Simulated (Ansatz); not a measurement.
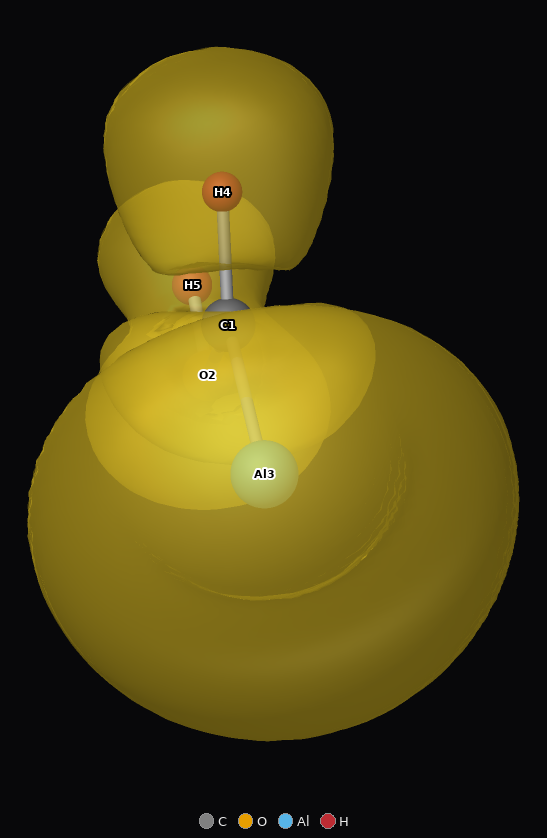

*CH2AlO (doublet). Isosurface of the ELF at 0.75 (yellow), seen at an oblique angle. Core shells and regions of very low density are left out.*

The calculation used UKS r2SCAN-D4/def2-SVP (Ansatz 0.2.0).

```yaml
atoms:
  - { symbol: C, position_ang: [-0.1652, -0.4233, 0.0491] }
  - { symbol: O, position_ang: [-1.2812, 0.2994, 0.3234] }
  - { symbol: Al, position_ang: [1.3061, 0.2336, -1.1188] }
  - { symbol: H, position_ang: [-0.1561, -1.4211, 0.5372] }
  - { symbol: H, position_ang: [-1.8779, -0.1896, 0.9075] }
```

**What do the ELF domains correspond to?**

The ELF exceeds this value in one region around a hydrogen nucleus, one lobe of the valence shell of C pointing towards Al (polar bonds), one lobe on Al, pointing away from the bonds (non-bonding electrons) and one joined region spread over several atoms (H, O), in which their bonds and any lone pairs are merged.

Values along the shortest contacts:
C–O (1.36 Å): the ELF peaks at about 0.90 between the atoms: a shared but strongly polarised pair. C–Al (1.99 Å): the ELF peaks at about 0.95 between the atoms: a polar covalent bond.
